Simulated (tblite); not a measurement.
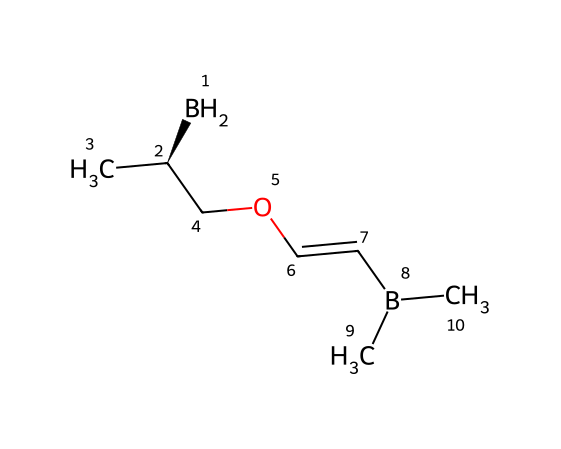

A structural formula, with wedges where it has stereocentres; small numbers name the atoms. The configuration is that of a computed structure (GFN2-xTB).

> Assign CIP descriptors.

C2: R; C6=C7: E.
